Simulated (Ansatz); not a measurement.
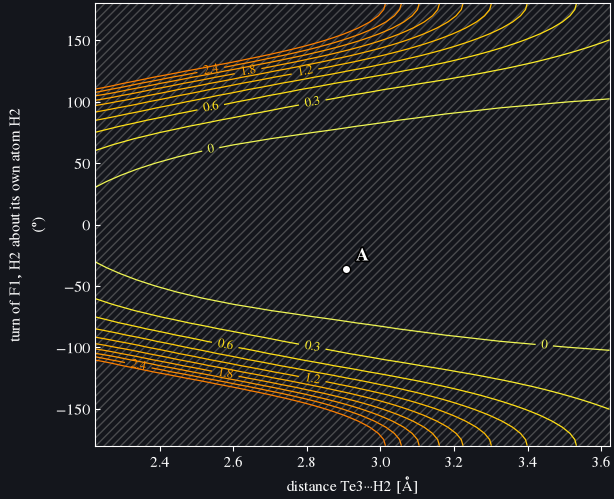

The pair FH···H₂Te. The turn is about an axis along (−0.86, 0.47, −0.20) in the frame of the relaxed pair, normal to the line between the partners. First axis: distance Te3···H2. Second axis: turn of F1, H2 about its own atom H2. Grid: 11 × 10 points; 85 points were computed and 23 follow by symmetry. At 2 points there is no value (left out of the scan, as a rule where atoms come close). Points are written as (first, second). Energies are in eV, from the two partners far apart, frozen as in the relaxed pair, each in its own basis (no counterpoise correction). Level of theory: RKS BHLYP-D4/def2-TZVPD in Ansatz.

In the figure: contour lines labelled in eV (none above 2.7), hatched blanks where no value was computed, the point A. Between grid points the surface is interpolated.

Question: Which way does the force act at A, and how strong is it?

Answer: A, at (2.907 Å, −36°), is not a stationary point. The computed force is 0.062 eV for each Å towards smaller values of distance Te3···H2 and 0.0017 eV for each degree towards larger values of the second coordinate.
